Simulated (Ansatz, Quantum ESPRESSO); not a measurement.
# Al2O2, 1 layer: biaxial strain by an ASE script, part 2 of 2

Wanted: deformation of the bands of Al2O2, 1 layer, driven from Python.

Quantum ESPRESSO 7.5; plane-wave DFT, PBE, GBRV ultrasoft pseudopotentials; geometry by Ansatz 0.2.0 with PAW datasets.

So far: The structure; Relaxation with Ansatz.

## Step 3: The script

Under ESM bc1 levels count from the vacuum, or from the mean of the two vacuum levels where the sheet has a dipole, so band edges at unlike strains can be compared.

Level of this step: plane-wave DFT, PBE, GBRV ultrasoft pseudopotentials (Quantum ESPRESSO 7.5).

run.py reads:

```python
import json
import numpy as np
from ase import Atoms
from ase.calculators.espresso import Espresso, EspressoProfile

profile = EspressoProfile(command='mpirun -n 2 pw.x -nk 2', pseudo_dir='../pseudo')
pseudopotentials = {'Al': 'al_pbe_v1.uspp.F.UPF', 'O': 'o_pbe_v1.2.uspp.F.UPF'}
system = {'ecutwfc': 40, 'ecutrho': 200, 'occupations': 'smearing', 'smearing': 'fd', 'degauss': 0.002}


def calculator(name, kpts, **extra):
    data = dict(control=dict(tprnfor=True, verbosity='high', disk_io='none'),
                system=system | extra,
                electrons=dict(conv_thr=1e-09, mixing_beta=0.4, mixing_mode='plain',
                               electron_maxstep=100))
    return Espresso(profile=profile, directory=name, pseudopotentials=pseudopotentials, kpts=kpts, input_data=data)


def centre(atoms):
    z = atoms.positions[:, 2]
    atoms.positions[:, 2] -= (z.max() + z.min()) / 2  # ESM wants the slab about z = 0
    return atoms

sheet = Atoms(
    ['O', 'Al', 'Al', 'O'],
    scaled_positions=[
        [0.3333333333, 0.6666666667, 0.3965205403],
        [0.0000000000, 0.0000000000, 0.4312637155],
        [0.0000000000, 0.0000000000, 0.5687362600],
        [0.3333333333, 0.6666666667, 0.6034794842]],
    cell=[
        [2.965936586047, 0.000000000000, 0.000000000000],
        [-1.482968293024, 2.568576429531, 0.000000000000],
        [0.000000000000, 0.000000000000, 19.071142634700]],
    pbc=True)

rows = []
for strain in [-0.03, -0.015, 0.0, 0.015, 0.03]:
    atoms = sheet.copy()
    atoms.set_cell(sheet.cell.array * [[1 + strain], [1 + strain], [1]], scale_atoms=True)
    atoms = centre(atoms)
    atoms.calc = calculator(f's{strain:+.3f}', (18, 18, 1), assume_isolated='esm', esm_bc='bc1', nbnd=13)
    energy = atoms.get_potential_energy()
    levels = np.array([atoms.calc.get_eigenvalues(kpt=i) for i in range(len(atoms.calc.get_ibz_k_points()))])
    top, bottom = levels[:, 8].max(), levels[:, 9].min()
    direct = (levels[:, 9] - levels[:, 8]).min()
    rows.append([strain, energy, top, bottom, direct])
    print(f'strain {strain:+.3f}: E = {energy:.5f} eV, valence top {top:.3f}, conduction bottom {bottom:.3f}, '
          f'gap {bottom - top:.3f}, least direct gap {direct:.3f} eV')

x, energy, top, bottom, direct = np.array(rows).T
area = np.linalg.norm(np.cross(*sheet.cell[:2]))
stiffness = np.polyfit(x, energy, 2)[0] / area * 16.0218  # C11 + C12, heights clamped
print(f'valence and conduction edges move by {np.polyfit(x, top, 1)[0]:.2f} and {np.polyfit(x, bottom, 1)[0]:.2f} eV per unit biaxial strain')
print(f'C11 + C12 with clamped heights: {stiffness:.1f} N/m')
json.dump(dict(rows=rows, stiffness=stiffness), open('result.json', 'w'))
```

Command:

```sh
OMP_NUM_THREADS=1 python run.py
```

Log:

```text
strain -0.030: E = -1066.29912 eV, valence top -4.614, conduction bottom -3.520, gap 1.095, least direct gap 1.239 eV
strain -0.015: E = -1066.41040 eV, valence top -4.779, conduction bottom -3.564, gap 1.215, least direct gap 1.399 eV
strain +0.000: E = -1066.45044 eV, valence top -4.937, conduction bottom -3.608, gap 1.328, least direct gap 1.552 eV
strain +0.015: E = -1066.42754 eV, valence top -5.087, conduction bottom -3.652, gap 1.436, least direct gap 1.697 eV
strain +0.030: E = -1066.34926 eV, valence top -5.231, conduction bottom -3.694, gap 1.536, least direct gap 1.836 eV
valence and conduction edges move by -10.27 and -2.91 eV per unit biaxial strain
C11 + C12 with clamped heights: 295.1 N/m
```

Wall time 4.7 min (2 MPI ranks of Arm Neoverse V2, shared host); peak memory 0.29 GiB; 9.3 min of CPU time.

The input that ASE wrote for the first run, and its log:

```
&CONTROL
   verbosity        = 'high'
   tprnfor          = .true.
   disk_io          = 'none'
   pseudo_dir       = '../pseudo'
/
&SYSTEM
   nbnd             = 13
   ecutwfc          = 40
   ecutrho          = 200
   occupations      = 'smearing'
   degauss          = 0.002
   smearing         = 'fd'
   assume_isolated  = 'esm'
   esm_bc           = 'bc1'
   ntyp             = 2
   nat              = 4
   ibrav            = 0
/
&ELECTRONS
   electron_maxstep = 100
   conv_thr         = 1e-09
   mixing_mode      = 'plain'
   mixing_beta      = 0.4
/
&IONS
/
&CELL
/
&FCP
/
&RISM
/
ATOMIC_SPECIES
O 15.999 o_pbe_v1.2.uspp.F.UPF
Al 26.9815385 al_pbe_v1.uspp.F.UPF

K_POINTS automatic
18 18 1  0 0 0

CELL_PARAMETERS angstrom
2.87695848846559 0.00000000000000 0.00000000000000
-1.43847924423328 2.49151913664507 0.00000000000000
0.00000000000000 0.00000000000000 19.07114263470000

ATOMIC_POSITIONS angstrom
O -0.0000000001 1.6610127578 -1.9734717693  
Al 0.0000000000 0.0000000000 -1.3108797195  
Al 0.0000000000 0.0000000000 1.3108787850  
O -0.0000000001 1.6610127578 1.9734717693
```

```text
Program PWSCF v.7.5 starts
[citation notice left out]

     Parallel version (MPI & OpenMP), running on       2 processor cores
     Number of MPI processes:                 2
     Threads/MPI process:                     1

     MPI processes distributed on     1 nodes
[... 1 line left out ...]

Warning: card &CELL ignored
Warning: card &FCP ignored
Warning: card &RISM ignored

     Current dimensions of program PWSCF are:
     Max number of different atomic species (ntypx) = 10
     Max number of k-points (npk) =  40000
     Max angular momentum in pseudopotentials (lmaxx) =  4
     Message from routine setup:
     using ibrav=0 with symmetry is DISCOURAGED, use correct ibrav instead

     K-points division:     npool     =       2
     Subspace diagonalization in iterative solution of the eigenvalue problem:
     a serial algorithm will be used

     G-vector sticks info
     --------------------
     sticks:   dense  smooth     PW     G-vecs:    dense   smooth      PW
     Sum         421     313    109                44059    31321    5517

     Using Slab Decomposition

     bravais-lattice index     =            0
     lattice parameter (alat)  =       5.4367  a.u.
     unit-cell volume          =     922.5101 (a.u.)^3
     number of atoms/cell      =            4
     number of atomic types    =            2
     number of electrons       =        18.00
     number of Kohn-Sham states=           13
     kinetic-energy cutoff     =      40.0000  Ry
     charge density cutoff     =     200.0000  Ry
     scf convergence threshold =      1.0E-09
     mixing beta               =       0.4000
     number of iterations used =            8  plain     mixing
     Exchange-correlation= SLA  PW   PBE  PBE
                           (   1   4   3   4   0   0   0)

     Effective Screening Medium Method
     =================================
     Boundary Conditions: Vacuum-Slab-Vacuum
     total charge in unit cell        =   0.0000
     grid points for fit at edges     =        4

[... 10 lines left out ...]
     PseudoPot. # 1 for O  read from file:
     ../pseudo/o_pbe_v1.2.uspp.F.UPF
     Pseudo is Ultrasoft + core correction, Zval =  6.0
     Generated by new atomic code, or converted to UPF format
     Using radial grid of  737 points,  5 beta functions with:
                l(1) =   0
                l(2) =   0
                l(3) =   1
                l(4) =   1
                l(5) =   2
     Q(r) pseudized with  8 coefficients,  rinner =    0.900   0.900   0.900
                                                       0.900   0.900

     PseudoPot. # 2 for Al read from file:
     ../pseudo/al_pbe_v1.uspp.F.UPF
     Pseudo is Ultrasoft + core correction, Zval =  3.0
     Generated by new atomic code, or converted to UPF format
     Using radial grid of  893 points,  3 beta functions with:
                l(1) =   0
                l(2) =   1
                l(3) =   2
[... 856 lines left out ...]
     estimated scf accuracy    <          7.2E-11 Ry
     smearing contrib. (-TS)   =      -0.00000000 Ry
     internal energy E=F+TS    =     -78.37154697 Ry

     The total energy is F=E-TS. E is the sum of the following terms:
     one-electron contribution =     607.21919278 Ry
     hartree contribution      =    -300.88483375 Ry
     xc contribution           =     -23.63483348 Ry
     ewald contribution        =    -361.07107252 Ry

     convergence has been achieved in  23 iterations

     negative rho (up, down):  3.371E-04 0.000E+00

     Forces acting on atoms (cartesian axes, Ry/au):

     atom    1 type  1   force =    -0.00000000    0.00000000   -0.02687533
     atom    2 type  2   force =     0.00000000    0.00000000    0.02718963
     atom    3 type  2   force =     0.00000000    0.00000000   -0.02718963
     atom    4 type  1   force =     0.00000000    0.00000000    0.02687533
     The non-local contrib.  to forces
     atom    1 type  1   force =     0.00000000    0.00000000    0.82418021
     atom    2 type  2   force =     0.00000000    0.00000000   -0.05089287
     atom    3 type  2   force =     0.00000000    0.00000000    0.05089287
     atom    4 type  1   force =     0.00000000    0.00000000   -0.82418021
     The ionic contribution  to forces
     atom    1 type  1   force =     0.00000000   -0.00000000  -32.07846513
     atom    2 type  2   force =    -0.00000000    0.00000000   -7.71405831
     atom    3 type  2   force =    -0.00000000    0.00000000    7.71405262
     atom    4 type  1   force =     0.00000000   -0.00000000   32.07847081
     The local contribution  to forces
     atom    1 type  1   force =     0.00000001   -0.00000000   31.23062767
     atom    2 type  2   force =    -0.00000000   -0.00000000    7.79032944
     atom    3 type  2   force =    -0.00000000   -0.00000000   -7.79032074
     atom    4 type  1   force =     0.00000001   -0.00000000  -31.23062796
     The core correction contribution to forces
     atom    1 type  1   force =     0.00000000   -0.00000000   -0.00323189
     atom    2 type  2   force =     0.00000000    0.00000000    0.00180752
     atom    3 type  2   force =     0.00000000    0.00000000   -0.00180779
     atom    4 type  1   force =     0.00000000   -0.00000000    0.00323189
     The Hubbard contrib.    to forces
     atom    1 type  1   force =     0.00000000    0.00000000    0.00000000
     atom    2 type  2   force =     0.00000000    0.00000000    0.00000000
     atom    3 type  2   force =     0.00000000    0.00000000    0.00000000
     atom    4 type  1   force =     0.00000000    0.00000000    0.00000000
     The SCF correction term to forces
     atom    1 type  1   force =     0.00000000    0.00000000    0.00001650
     atom    2 type  2   force =    -0.00000000   -0.00000000    0.00000523
     atom    3 type  2   force =    -0.00000000   -0.00000000   -0.00000523
     atom    4 type  1   force =     0.00000000    0.00000000   -0.00001650

     Total force =     0.054066     Total SCF correction =     0.000024
     Message from routine punch:
     Nothing written, as per user request (disk_io='none')

[... 1 line left out ...]

[... 1 line left out ...]

[... 1 line left out ...]

[... 3 lines left out ...]

[... 1 line left out ...]

[... 2 lines left out ...]

[... 1 line left out ...]

[... 1 line left out ...]

=------------------------------------------------------------------------------=
   JOB DONE.
=------------------------------------------------------------------------------=
```

Numbers from this step:

* biaxial stiffness: 295.1 N/m

Band edge from the vacuum level against biaxial strain:

| biaxial strain (%) | valence top (eV) | conduction bottom (eV) |
| --- | --- | --- |
| -3.00 | -4.61 | -3.52 |
| -1.50 | -4.78 | -3.56 |
| 0.00 | -4.94 | -3.61 |
| 1.50 | -5.09 | -3.65 |
| 3.00 | -5.23 | -3.69 |

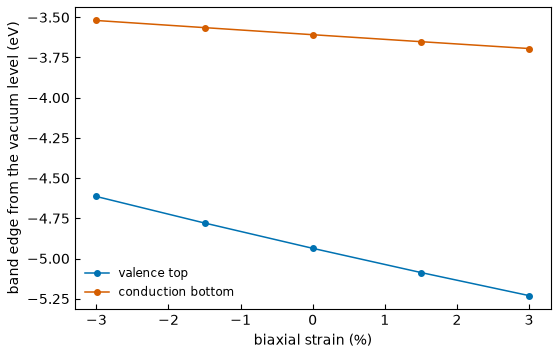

Band edge from the vacuum level against biaxial strain.

The gap by biaxial strain:

| biaxial strain (%) | on the mesh (eV) | least direct (eV) |
| --- | --- | --- |
| -3.00 | 1.09 | 1.24 |
| -1.50 | 1.22 | 1.40 |
| 0.00 | 1.33 | 1.55 |
| 1.50 | 1.44 | 1.70 |
| 3.00 | 1.54 | 1.84 |

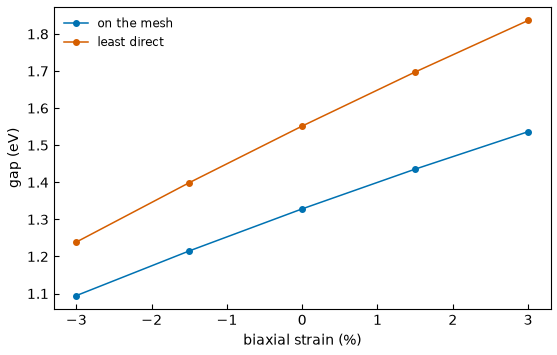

Gap, plotted against biaxial strain.

The energy over the lowest by biaxial strain:

| biaxial strain (%) | energy over the lowest (meV) |
| --- | --- |
| -3.00 | 151 |
| -1.50 | 40.0 |
| 0.00 | 0 |
| 1.50 | 22.9 |
| 3.00 | 101 |

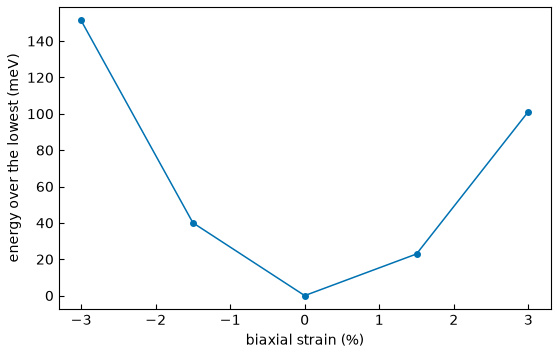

Energy over the lowest, plotted against biaxial strain.

## Step 4: Running the series: PBE, SSSP efficiency

Level of this step: plane-wave DFT, PBE, SSSP efficiency pseudopotentials (Quantum ESPRESSO 7.5).

run.py, as its differences from the input of step 3:

```diff
@@ -6,4 +6,4 @@
 profile = EspressoProfile(command='mpirun -n 2 pw.x -nk 2', pseudo_dir='../pseudo')
-pseudopotentials = {'Al': 'al_pbe_v1.uspp.F.UPF', 'O': 'o_pbe_v1.2.uspp.F.UPF'}
-system = {'ecutwfc': 40, 'ecutrho': 200, 'occupations': 'smearing', 'smearing': 'fd', 'degauss': 0.002}
+pseudopotentials = {'Al': 'Al.pbe-n-kjpaw_psl.1.0.0.UPF', 'O': 'O.pbe-n-kjpaw_psl.0.1.UPF'}
+system = {'ecutwfc': 45, 'ecutrho': 360, 'occupations': 'smearing', 'smearing': 'fd', 'degauss': 0.002}
```

Command:

```sh
OMP_NUM_THREADS=1 python run.py
```

Log:

```text
strain -0.030: E = -2213.64025 eV, valence top -4.612, conduction bottom -3.551, gap 1.061, least direct gap 1.189 eV
strain -0.015: E = -2213.75119 eV, valence top -4.774, conduction bottom -3.592, gap 1.183, least direct gap 1.351 eV
strain +0.000: E = -2213.79054 eV, valence top -4.930, conduction bottom -3.633, gap 1.297, least direct gap 1.506 eV
strain +0.015: E = -2213.76662 eV, valence top -5.079, conduction bottom -3.673, gap 1.406, least direct gap 1.654 eV
strain +0.030: E = -2213.68703 eV, valence top -5.221, conduction bottom -3.714, gap 1.508, least direct gap 1.795 eV
valence and conduction edges move by -10.16 and -2.72 eV per unit biaxial strain
C11 + C12 with clamped heights: 296.7 N/m
```

Run time: 4.9 min. Hardware: 2 MPI ranks; peak memory 0.64 GiB.

Numbers from this step:

```
biaxial stiffness : 296.7 N/m
```

Table of band edge from the vacuum level by biaxial strain:

| biaxial strain (%) | valence top (eV) | conduction bottom (eV) |
| --- | --- | --- |
| -3.00 | -4.61 | -3.55 |
| -1.50 | -4.77 | -3.59 |
| 0.00 | -4.93 | -3.63 |
| 1.50 | -5.08 | -3.67 |
| 3.00 | -5.22 | -3.71 |

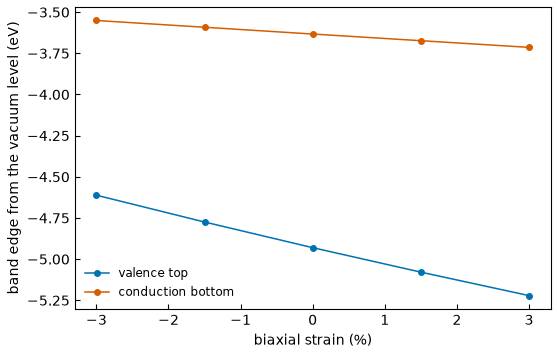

Band edge from the vacuum level, plotted against biaxial strain.

Gap against biaxial strain:

| biaxial strain (%) | on the mesh (eV) | least direct (eV) |
| --- | --- | --- |
| -3.00 | 1.06 | 1.19 |
| -1.50 | 1.18 | 1.35 |
| 0.00 | 1.30 | 1.51 |
| 1.50 | 1.41 | 1.65 |
| 3.00 | 1.51 | 1.79 |

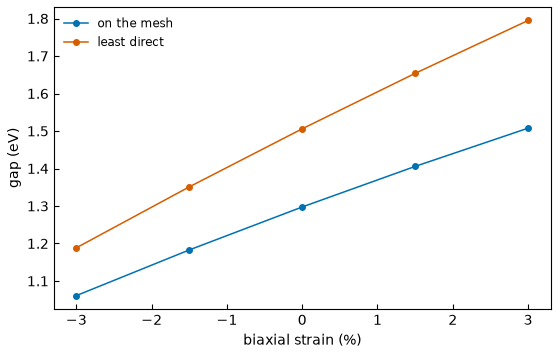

Gap against biaxial strain.

The energy over the lowest by biaxial strain:

| biaxial strain (%) | energy over the lowest (meV) |
| --- | --- |
| -3.00 | 150 |
| -1.50 | 39.4 |
| 0.00 | 0 |
| 1.50 | 23.9 |
| 3.00 | 104 |

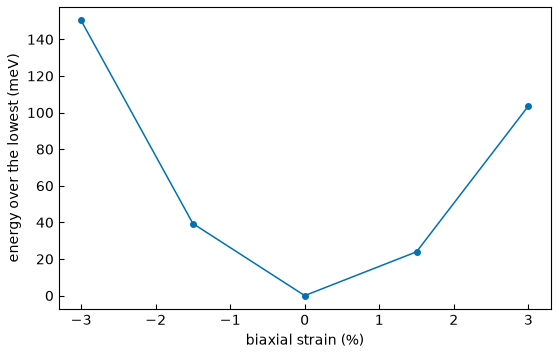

Energy over the lowest against biaxial strain.

## Step 5: The arithmetic

Under equal strain ε in the plane, E = A (C11 + C12) ε². From the points at ±1.5 %: d²E/dε² = (40.04 + 22.90 − 2 × 0.00) meV / 0.015² = 280 eV, and 280/(2 × 7.618 Å²) × 16.02 = 294 N/m.

## Step 6: Results

```
C11 + C12, heights clamped, PBE, GBRV ultrasoft                              : 295 N/m
gap on the mesh at zero strain, PBE, GBRV ultrasoft                          : 1.33 eV
valence top below the vacuum at zero strain, PBE, GBRV ultrasoft             : 4.94 eV
shift of the valence top per unit biaxial strain, PBE, GBRV ultrasoft        : -10.3 eV
shift of the conduction bottom per unit biaxial strain, PBE, GBRV ultrasoft  : -2.9 eV
C11 + C12, heights clamped, PBE, SSSP efficiency                             : 297 N/m
gap on the mesh at zero strain, PBE, SSSP efficiency                         : 1.30 eV
valence top below the vacuum at zero strain, PBE, SSSP efficiency            : 4.93 eV
shift of the valence top per unit biaxial strain, PBE, SSSP efficiency       : -10.2 eV
shift of the conduction bottom per unit biaxial strain, PBE, SSSP efficiency : -2.7 eV
```

In words: The sheet's biaxial stiffness comes to 295 N/m and its gap at zero strain to 1.33 eV (PBE, GBRV ultrasoft). From −3 % to +3 % the gap on the mesh goes from 1.09 to 1.54 eV; it is indirect at every strain. Heights are clamped under strain, which makes a sheet with several atomic planes too stiff. Semilocal gaps are too small.

[Logs are printed without paths, hosts, clocks, repeated set-up lines and the standing remarks that a program may print on its own settings, such as how far it seeks lower states.]

[Hosts, paths, dates, database ids (printed as entryN), source tags and the programs' standing remarks are cut or masked in the printed files.]

[Maps of the electrostatic potential energy from Ansatz leave out the sawtooth potential of an applied field or a dipole correction, so their vacuum need not be flat; planar profiles and work functions include it.]
